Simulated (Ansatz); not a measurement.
# GaN: pressure series

The parent structure is GaN in the wurtzite structure (space group P6_3mc, No. 186; a = 3.183 Å, c = 5.184 Å).

Cell and atoms are relaxed at each pressure.

The values are results of Ansatz (an electronic-structure program), r2SCAN, PAW, cutoff 500 eV, no SOC, earlier PAW set, not measurements.

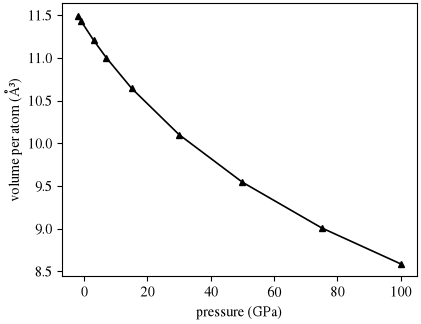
Figure. Volume against pressure

Q: Estimate the zero-pressure bulk modulus from the plot.

A: About 200 GPa; a third-order Birch–Murnaghan fit to the points gives V₀ = 11.37 Å³/atom, B₀ = 197 GPa and B₀′ = 4.2.

Between the base and pressure 15 GPa the gap moves from 2.35 eV to 2.81 eV, a mean slope of 31 meV/GPa.

Load acts through the strain it causes; cell and atoms are relaxed under it. Stability against distortions was not tested. Measured, GaN leaves this structure (for rock salt) near 47 GPa (temperature not stated; as listed in Datta, Sujoy, Jana, Debnarayan, arXiv (2020)), on rising pressure, with hysteresis.
